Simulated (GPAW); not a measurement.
# Near-edge structure at the Rh L₃ edge of LiRh (P-6m2)

What does one-electron theory with a core hole give for the Rh L₃ edge of LiRh (P-6m2)?

Method: X-ray absorption from dipole matrix elements to empty bands, plane-wave PAW LDA, in GPAW 26.7.0.

**1. The structure**

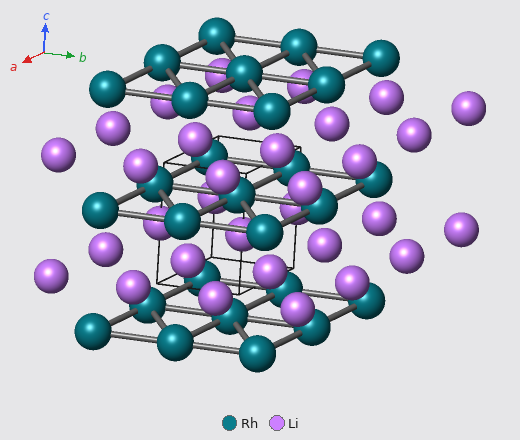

The cell as given, from a free direction (rhodium blue, lithium purple). 3×3×2 cells are drawn. Some periodic images of atoms are drawn too.

As a file:

```
Rh Li
1.0
     2.65230    0.00000    0.00000
    -1.32615    2.29696    0.00000
     0.00000    0.00000    4.32660
Rh Li
1 1
Direct
  0.66667 0.33333 0.00000
  0.00000 0.00000 0.50000
```

**2. The field without a hole**

A plain self-consistent run shows whether there is a gap, which decides the set-up of the core-hole run.

scf.py reads:

```python
import numpy as np
from ase import Atoms
from ase.parallel import parprint, paropen
from gpaw import GPAW, PW, FermiDirac, Mixer, MixerDif, setup_paths
from gpaw.test import gen
setup_paths.insert(0, '.')
gen('Rh', name='nch2p', xcname='LDA', corehole=(2, 1, 0), write_xml=True)
from gpaw.mpi import world
world.barrier()

atoms = Atoms('RhLi',
    cell=[[2.65230046, 0, 0],
     [-1.32615023, 2.29695958, 0],
     [0, 0, 4.32660441]],
    scaled_positions=[[0.66666667, 0.33333333, 0],
     [0, 0, 0.5]],
    pbc=True)
atoms.calc = calc = GPAW(legacy_gpaw=True, mode=PW(500), xc='LDA', setups={0: 'nch2p'},
    kpts={'size': (11, 11, 6), 'gamma': True}, occupations=FermiDirac(0.05),
    charge=0, mixer=Mixer(0.1, 5, 50), maxiter=150,
    convergence={'density': 0.0001}, txt='scf.txt')
energy = atoms.get_potential_energy() + calc.get_reference_energy()
ef = calc.get_fermi_level()
out = dict(energy=energy, fermi=ef, forces=atoms.get_forces().tolist())
parprint(f'all-electron energy {energy:.4f} eV, Fermi level {ef:.4f} eV')
ev = np.array([[calc.get_eigenvalues(k, s) for k in range(len(calc.get_ibz_k_points()))] for s in range(calc.get_number_of_spins())])
out['homo'], out['lumo'], out['counts'] = ev[ev < ef].max(), ev[ev > ef].min(), sorted(set((ev < ef).sum((0, 2)).tolist()))
out['filled'] = (ev[:, 0] < ef).sum(1).tolist()
import json
with paropen('out.json', 'w') as f:
    json.dump(out, f)
```

Run with:

```console
$ OMP_NUM_THREADS=1 mpirun -n 4 gpaw python scf.py
```

Numbers of over 12 decimals in the logs are rounded to 6 here.

What it wrote:

```text
Input parameters:
  convergence: {density: 0.0001}
  kpts: {gamma: True,
         size: (11, 11, 6)}
  maxiter: 150
  mixer: {backend: pulay,
          beta: 0.1,
          method: separate,
          nmaxold: 5,
          weight: 50}
  mode: {ecut: 500.0,
         name: pw}
  occupations: {fixmagmom: False,
                name: fermi-dirac,
                width: 0.05}
  setups: {0: nch2p}

Initialize ...

[... PAW data sets ...]

Reference energy: -130208.739029  # eV

Spin-paired calculation

[... convergence settings ...]
Symmetries present (total): 4
  [... symmetry matrices ...]

726 k-points: 11 x 11 x 6 Monkhorst-Pack grid + [0.000000,0.000000,1/12]
144 k-points in the irreducible part of the Brillouin zone
       k-points in crystal coordinates                weights
   0:     0.00000000    0.00000000    0.00000000          1/726
   1:     0.00000000    0.00000000    0.16666667          2/726
   2:     0.00000000    0.00000000    0.33333333          2/726
   3:     0.00000000    0.00000000    0.50000000          1/726
   4:     0.00000000    0.09090909    0.00000000          2/726
   5:     0.00000000    0.09090909    0.16666667          4/726
   6:     0.00000000    0.09090909    0.33333333          4/726
   7:     0.00000000    0.09090909    0.50000000          2/726
   8:     0.00000000    0.18181818    0.00000000          2/726
   9:     0.00000000    0.18181818    0.16666667          4/726
          ...
 143:     0.45454545    0.45454545    0.50000000          4/726

Wave functions: Plane wave expansion
  Cutoff energy: 500.000 eV
  Number of coefficients (min, max): 658, 687
  Pulay-stress correction: 0.000000 eV/Ang^3 (de/decut=0.000000)
  Using FFTW library
  Wavefunction extrapolation:
    Improved wavefunction reuse through dual PAW basis

Occupation numbers: Fermi-Dirac:
  width: 0.0500  # eV

Eigensolver
   Davidson(niter=2)

Densities:
  Coarse grid: 14*14*24 grid
  Fine grid: 28*28*48 grid
  Total Charge: 0.000000

Density mixing:
  Method: separate
  Backend: pulay
  Linear mixing parameter: 0.1
  old densities: 5
  Width of damping distribution: 1.1
  Damping of long wavelength oscillations: 50

[... Hamiltonian set-up ...]
Number of atoms: 2
Number of atomic orbitals: 16
Number of bands in calculation: 14
Number of valence electrons: 16
Bands to converge: occupied

... initialized

Initializing position-dependent things.

Density initialized from atomic densities
Creating initial wave functions:
  14 bands from LCAO basis set

       Li

           Rh

Atomic positions and initial magnetic moments

Positions:
   0 Rh     1.326150    0.765653    0.000000    ( 0.0000,  0.0000,  0.0000)
   1 Li     0.000000    0.000000    2.163302    ( 0.0000,  0.0000,  0.0000)

Unit cell:
           periodic     x           y           z      points  spacing
  1. axis:    yes    2.652300    0.000000    0.000000    14     0.1641
  2. axis:    yes   -1.326150    2.296960    0.000000    14     0.1641
  3. axis:    yes    0.000000    0.000000    4.326604    24     0.1803

  Lengths:   2.652300   2.652300   4.326604
  Angles:   90.000000  90.000000 120.000000

Effective grid spacing dv^(1/3) = 0.1776

iter:   1   -12.327002
iter:   2   -11.548551   -1.58  -1.15
iter:   3   -11.145488   -1.48  -1.34
iter:   4   -11.118801   -3.00  -1.68
iter:   5   -11.094228   -2.44  -1.80
iter:   6   -11.093010   -3.13  -2.23
iter:   7   -11.091528c  -3.32  -2.38
iter:   8   -11.091312c  -4.33  -3.07
iter:   9   -11.091317c  -4.36  -3.12
iter:  10   -11.091303c  -5.30  -3.46
iter:  11   -11.091305c  -5.94  -3.83
iter:  12   -11.091309c  -5.82  -3.87
iter:  13   -11.091308c  -7.19  -4.07c
iter:  14   -11.091309c  -8.37c -4.72c

Converged after 14 iterations.

Dipole moment: (2.962224, -1.710241, -0.000000) |e|*Ang

Energy contributions relative to reference atoms: (reference = -130208.739029)

Kinetic:         -1.999403
Potential:       +0.531291
External:        +0.000000
XC:              -9.455033
Entropy (-ST):   -0.014364
Local:           -0.160983
SIC:             +0.000000
--------------------------
Free energy:    -11.098491
Extrapolated:   -11.091309

Showing only first 2 kpts
 Kpt  Band  Eigenvalues  Occupancy
  0     6      4.02915    2.00000
  0     7      6.35022    0.00165
  0     8      6.35022    0.00165
  0     9      6.84527    0.00000

  1     6      4.03136    2.00000
  1     7      6.26087    0.00981
  1     8      6.34173    0.00195
  1     9      6.34173    0.00195

Fermi level: 5.99523

No gap
No difference between direct/indirect transitions

Forces in eV/Ang:
  0 Rh    0.00000   -0.00000    0.00000
  1 Li    0.00000   -0.00000    0.00000
Scalar-relativistic atomic LDA calculation for Rh (Rhodium, Z=45)
Core hole in 2p state (2p occupation: 6.0)
750 radial gridpoints.
|------------------------------------------------|
|------------------------------------------------|
[... the atom generator's iteration count ...]

Energy contributions:
-------------------------
Kinetic:    +4943.601068
XC:          -133.806820
Potential:  -9587.541699
-------------------------
Total:      -4777.747452

state      eigenvalue         ekin         rmax
-----------------------------------------------
1s^2.0 :  -844.799541  1071.642816        0.021
2s^2.0 :  -122.540305   219.243051        0.120
2p^6.0 :  -109.972650   210.247043        0.096
3s^2.0 :   -21.878604    59.694416        0.352
3p^6.0 :   -17.734596    55.436348        0.345
3d^10.0:   -11.061686    49.656667        0.291
4s^2.0 :    -3.031369    14.629350        0.880
4p^6.0 :    -1.857314    12.004495        0.942
4d^8.0 :    -0.225910     6.142971        1.148
5s^1.0 :    -0.168376     1.344051        2.632
5p^0.0 :    -0.035593     0.523604        3.767
-----------------------------------------------
(units: Bohr and Hartree)

Generating PAW setup
Kinetic energy of the core from tauc = 4931.106195907298
Cutoffs:
rc(s)=2.400
rc(p)=2.610
rc(d)=2.350
rc(vbar)=2.390
rc(comp)=2.290
rc(nct)=2.610

Kinetic energy of the core states: 4821.086280
Charge: 0.0
Core electrons: 30.0
Valence electrons: 15.0
Pseudo-core charge: 0.089799
Shape function alpha=1.907
Pseudo-electron charge 5.883407
state    eigenvalue         norm
--------------------------------
5s(1) :    -0.168376     1.017377
*s    :     0.831624
4p(6) :    -1.857314     0.120652
5p(0) :    -0.035593     0.998302
4d(8) :    -0.225910     0.506540
*d    :     0.774090
--------------------------------

Diagonalizing with gridspacing h=0.050

state   all-electron     PAW
-------------------------------
5s:      -0.168376    -0.168508
4p:      -1.857314    -1.857524
4d:      -0.225910    -0.226752
*f:                    0.069742
-------------------------------
all-electron energy -130219.8303 eV, Fermi level 5.9952 eV
```

It took 7.7 s on 4 MPI ranks of Arm Neoverse V2, shared host; peak memory 0.17 GiB.

The mesh shows no gap, so the system is treated as a metal and the core electron is put at the Fermi level (neutral cell).

**3. Spectrum without a core hole, Rh atom 1**

This cheap baseline ignores the attraction of the hole: it shows the absorber's empty states as they are in the ground state. The data set with a hole of occupation 0 only carries the core orbital.

The absorber has 6 Li at 2.65 Å and 6 Rh at 2.65 Å (anticuboctahedral, as in hcp, site symmetry -6m2).

xas.py reads:

```python
import numpy as np
from ase import Atoms
from ase.parallel import parprint, paropen
from gpaw import GPAW, PW, FermiDirac, Mixer, MixerDif, setup_paths
from gpaw.test import gen
setup_paths.insert(0, '.')
gen('Rh', name='nch2p', xcname='LDA', corehole=(2, 1, 0), write_xml=True)
from gpaw.mpi import world
world.barrier()

atoms = Atoms('RhLi',
    cell=[[2.65230046, 0, 0],
     [-1.32615023, 2.29695958, 0],
     [0, 0, 4.32660441]],
    scaled_positions=[[0.66666667, 0.33333333, 0],
     [0, 0, 0.5]],
    pbc=True)
atoms.calc = calc = GPAW(legacy_gpaw=True, mode=PW(500), xc='LDA', setups={0: 'nch2p'},
    kpts={'size': (15, 15, 8), 'gamma': True}, occupations=FermiDirac(0.1),
    charge=0, mixer=Mixer(0.1, 5, 50), maxiter=150,
    convergence={'density': 0.0001}, txt='scf.txt')
energy = atoms.get_potential_energy() + calc.get_reference_energy()
ef = calc.get_fermi_level()
out = dict(energy=energy, fermi=ef, forces=atoms.get_forces().tolist())
parprint(f'all-electron energy {energy:.4f} eV, Fermi level {ef:.4f} eV')
ev = np.array([[calc.get_eigenvalues(k, s) for k in range(len(calc.get_ibz_k_points()))] for s in range(calc.get_number_of_spins())])
out['homo'], out['lumo'], out['counts'] = ev[ev < ef].max(), ev[ev > ef].min(), sorted(set((ev < ef).sum((0, 2)).tolist()))
out['filled'] = (ev[:, 0] < ef).sum(1).tolist()

from ase.units import Ha
from gpaw.xas import dipole_matrix_elements
nb = int(calc.get_number_of_electrons() / 2) + 24
top = nb
nscf = calc.fixed_density(kpts={'size': (11, 11, 6), 'gamma': True},
    convergence={'eigenstates': 1.0}, txt='nscf.txt')
nscf.diagonalize_full_hamiltonian(nbands=nb)
cell = atoms.cell.array
ops = [cell.T @ U.T @ np.linalg.inv(cell.T) for U in nscf.wfs.kd.symmetry.op_scc]
E = np.arange(-25, 34, 0.1)
fwhm = np.interp(E, [4, 25], [2.13, 3.5])
Y, X, zero, highest = 0, 0, 1e9, 1e9
for spin in range(nscf.get_number_of_spins()):
    wfs = nscf.wfs
    A = dipole_matrix_elements(wfs.setups[0])
    eps = np.zeros((wfs.kd.nibzkpts, nb))
    d = np.zeros((3, A.shape[1], wfs.kd.nibzkpts, nb), complex)
    for kpt in wfs.kpt_u:
        if kpt.s == spin and 0 in kpt.P_ani:
            eps[kpt.k] = kpt.eps_n * Ha
            d[:, :, kpt.k] = (kpt.weight * wfs.nspins / 2) ** 0.5 * np.inner(A, kpt.P_ani[0])
    world.sum(eps)
    world.sum(d)
    T = np.einsum('amkn,bmkn->abkn', d, d.conj()).real
    T = sum(np.einsum('ai,ijkn,bj->abkn', R, T, R) for R in ops) / len(ops)
    empty = eps > ef
    zero, highest = min(zero, eps[empty].min()), min(highest, eps[:, top - 1].min())
    lines = [(eps, T, empty)] if spin == 0 else lines + [(eps, T, empty)]
for eps, T, empty in lines:
    f = np.einsum('aakn->akn', T).reshape(3, -1)
    x = eps.ravel() - zero
    w = np.interp(x, E, fwhm) / 2.35482
    g = np.exp(-0.5 * ((E[:, None] - x) / w) ** 2) / (w * (2 * np.pi) ** 0.5)
    Y = Y + (f * empty.ravel()) @ g.T
    X = X + (f * ~empty.ravel()) @ g.T
out.update(E=E.round(2).tolist(), xas=Y.tolist(), xes=X.tolist(), zero=zero, valid=highest - zero, nk=len(eps), nb=nb)
for i in range(0, len(E), 10):
    parprint(f'{E[i]:7.2f}', *(f'{v:10.3e}' for v in Y[:, i]))
import json
with paropen('out.json', 'w') as f:
    json.dump(out, f)
```

Run with:

```console
$ OMP_NUM_THREADS=1 mpirun -n 4 gpaw python xas.py
```

What it wrote:

```text
Input parameters:
  convergence: {density: 0.0001}
  kpts: {gamma: True,
         size: (15, 15, 8)}
  maxiter: 150
  mixer: {backend: pulay,
          beta: 0.1,
          method: separate,
          nmaxold: 5,
          weight: 50}
  mode: {ecut: 500.0,
         name: pw}
  occupations: {fixmagmom: False,
                name: fermi-dirac,
                width: 0.1}
  setups: {0: nch2p}

Initialize ...

[...]
*d    :     0.774090
--------------------------------

Diagonalizing with gridspacing h=0.050

state   all-electron     PAW
-------------------------------
5s:      -0.168376    -0.168508
4p:      -1.857314    -1.857524
4d:      -0.225910    -0.226752
*f:                    0.069742
-------------------------------
all-electron energy -130219.8524 eV, Fermi level 6.0967 eV
[...]
32.00  6.121e-06  6.121e-06  6.383e-06
  33.00  6.599e-06  6.599e-06  6.658e-06
[key lines of the parts left out:]
Converged after 15 iterations.
Dipole moment: (2.951892, -1.704276, -0.000000) |e|*Ang
Free energy:    -11.134340
Fermi level: 6.09673
```

Wall time 35 s (4 MPI ranks); peak memory 0.25 GiB; 2.3 min of CPU time.

The Rh L₃ spectrum, Rh atom 1, no core hole (energy from the lowest empty level; intensity scaled to a mean of 1 over the first 20 eV; polarised curves are means over the symmetry-equivalent atoms):

| E (eV) | isotropic | ε ⊥ c | ε ∥ c |
| --- | --- | --- | --- |
| -2.0 | 0.07 | 0.06 | 0.08 |
| -0.5 | 1.15 | 1.16 | 1.12 |
| 1.0 | 2.42 | 2.78 | 1.68 |
| 2.5 | 1.72 | 1.96 | 1.24 |
| 4.0 | 0.96 | 0.99 | 0.88 |
| 5.5 | 0.62 | 0.59 | 0.68 |
| 7.0 | 0.62 | 0.58 | 0.70 |
| 8.5 | 0.92 | 0.84 | 1.09 |
| 10.0 | 0.81 | 0.72 | 1.00 |
| 11.5 | 0.86 | 0.82 | 0.94 |
| 13.0 | 1.03 | 1.00 | 1.08 |
| 14.5 | 0.90 | 0.88 | 0.94 |
| 16.0 | 0.77 | 0.80 | 0.72 |
| 17.5 | 0.70 | 0.79 | 0.53 |
| 19.0 | 0.67 | 0.78 | 0.45 |
| 20.5 | 0.61 | 0.66 | 0.52 |
| 22.0 | 0.60 | 0.60 | 0.61 |
| 23.5 | 0.61 | 0.61 | 0.61 |
| 25.0 | 0.64 | 0.63 | 0.64 |
| 26.5 | 0.67 | 0.65 | 0.70 |
| 28.0 | 0.68 | 0.66 | 0.71 |
| 29.5 | 0.69 | 0.68 | 0.70 |
| 31.0 | 0.73 | 0.72 | 0.76 |

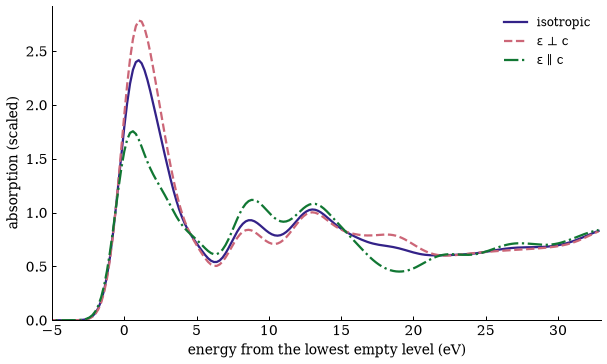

The Rh L₃ edge, Rh atom 1, no core hole: main maxima at 1.0, 8.6 and 13.0 eV.

Main maxima below 30 eV (height): 1.0 eV (2.42), 8.6 eV (0.93) and 13.0 eV (1.03). At an L edge the dipole rule selects empty d (and weakly s) states on the absorber, and the strong line at the onset measures the empty part of its d band.

The same matrix elements for filled bands give the Rh L₃ emission of Rh atom 1 (ground-state approximation; energy from the lowest empty level, largest value 1):

| E (eV) | emission |
| --- | --- |
| -24.0 | 0.00 |
| -22.5 | 0.00 |
| -21.0 | 0.00 |
| -19.5 | 0.00 |
| -18.0 | 0.00 |
| -16.5 | 0.00 |
| -15.0 | 0.00 |
| -13.5 | 0.00 |
| -12.0 | 0.00 |
| -10.5 | 0.00 |
| -9.0 | 0.00 |
| -7.5 | 0.00 |
| -6.0 | 0.05 |
| -4.5 | 0.36 |
| -3.0 | 0.81 |
| -1.5 | 1.00 |
| 0.0 | 0.58 |
| 1.5 | 0.06 |
| 3.0 | 0.00 |

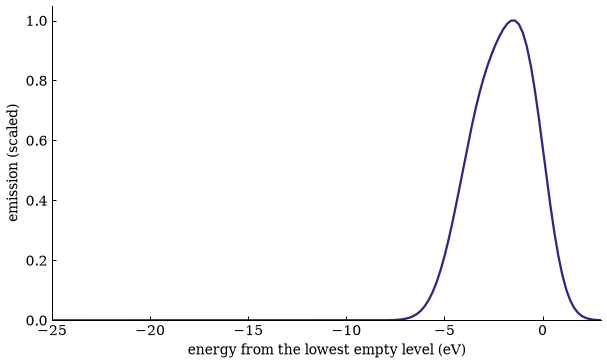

X-ray emission from the filled bands.

Emission maxima: -1.4 eV (1.00).

**4. Supercell without a hole, the energy reference**

The photon energy needs a difference of total energies, so the cell and mesh of the coming hole run are first run without a hole.

scf.py, as its differences from that of step 2:

```diff
@@ -10,11 +10,33 @@
 
-atoms = Atoms('RhLi',
-    cell=[[2.65230046, 0, 0],
-     [-1.32615023, 2.29695958, 0],
-     [0, 0, 4.32660441]],
-    scaled_positions=[[0.66666667, 0.33333333, 0],
-     [0, 0, 0.5]],
+atoms = Atoms('Rh12Li12',
+    cell=[[-2.65230046, 4.59391915, 4.32660441],
+     [-2.65230046, -4.59391915, 4.32660441],
+     [5.30460092, 0, 4.32660441]],
+    scaled_positions=[[0, 0.83333333, 0.16666667],
+     [0.33333333, 0.16666667, 0.5],
+     [0.5, 0.33333333, 0.16666667],
+     [0, 0.33333333, 0.66666667],
+     [0.66666667, 0.5, 0.83333333],
+     [0.66666667, 0, 0.33333333],
+     [0.16666667, 0, 0.83333333],
+     [0.16666667, 0.5, 0.33333333],
+     [0.83333333, 0.66666667, 0.5],
+     [0.33333333, 0.66666667, 0],
+     [0.5, 0.83333333, 0.66666667],
+     [0.83333333, 0.16666667, 0],
+     [0.16666667, 0.16666667, 0.16666667],
+     [0.5, 0.5, 0.5],
+     [0.66666667, 0.66666667, 0.16666667],
+     [0.16666667, 0.66666667, 0.66666667],
+     [0.83333333, 0.83333333, 0.83333333],
+     [0.83333333, 0.33333333, 0.33333333],
+     [0.33333333, 0.33333333, 0.83333333],
+     [0.33333333, 0.83333333, 0.33333333],
+     [0, 0, 0.5],
+     [0.5, 0, 0],
+     [0.66666667, 0.16666667, 0.66666667],
+     [0, 0.5, 0]],
     pbc=True)
 atoms.calc = calc = GPAW(legacy_gpaw=True, mode=PW(500), xc='LDA', setups={0: 'nch2p'},
-    kpts={'size': (11, 11, 6), 'gamma': True}, occupations=FermiDirac(0.05),
+    kpts={'size': (4, 4, 4), 'gamma': True}, occupations=FermiDirac(0.1),
     charge=0, mixer=Mixer(0.1, 5, 50), maxiter=150,
```

Run with:

```console
$ OMP_NUM_THREADS=1 mpirun -n 4 gpaw python scf.py
```

What it wrote:

```text
Input parameters:
  convergence: {density: 0.0001}
  kpts: {gamma: True,
         size: (4, 4, 4)}
  maxiter: 150
  mixer: {backend: pulay,
          beta: 0.1,
          method: separate,
          nmaxold: 5,
          weight: 50}
  mode: {ecut: 500.0,
         name: pw}
  occupations: {fixmagmom: False,
                name: fermi-dirac,
                width: 0.1}
  setups: {0: nch2p}

Initialize ...

[...]
*s    :     0.831624
4p(6) :    -1.857314     0.120652
5p(0) :    -0.035593     0.998302
4d(8) :    -0.225910     0.506540
*d    :     0.774090
--------------------------------

Diagonalizing with gridspacing h=0.050

state   all-electron     PAW
-------------------------------
5s:      -0.168376    -0.168508
4p:      -1.857314    -1.857524
4d:      -0.225910    -0.226752
*f:                    0.069742
-------------------------------
all-electron energy -1562638.1460 eV, Fermi level 6.0758 eV
[key lines of the parts left out:]
Converged after 19 iterations.
Dipole moment: (-0.000014, -0.000008, -0.000000) |e|*Ang
Free energy:   -133.564434
Fermi level: 6.07579
```

Run time: 4.9 min. Hardware: 4 MPI ranks; peak memory 0.61 GiB; 20 min of CPU time.

Reference energy: -1562638.146 eV with the cores included.

(Continued in part 2 of 3.)

[Banner, clock and machine lines of the logs are left out without a mark of their own.]

[Logs are printed without paths, hosts, clocks, repeated set-up lines and the standing remarks that a program may print on its own settings, such as how far it seeks lower states.]

[Hosts, paths, dates, database ids (printed as entryN), source tags and the programs' standing remarks are cut or masked in the printed files.]

[Lists of maxima count a maximum above −3 eV only where it reaches 4 % of the highest in the window and stands out from its surroundings by 2 % of it (1.5 % where it reaches 55 %); shoulders and weaker maxima are passed over, and of the rest the first, up to two pre-edge ones and the few strongest are named.]
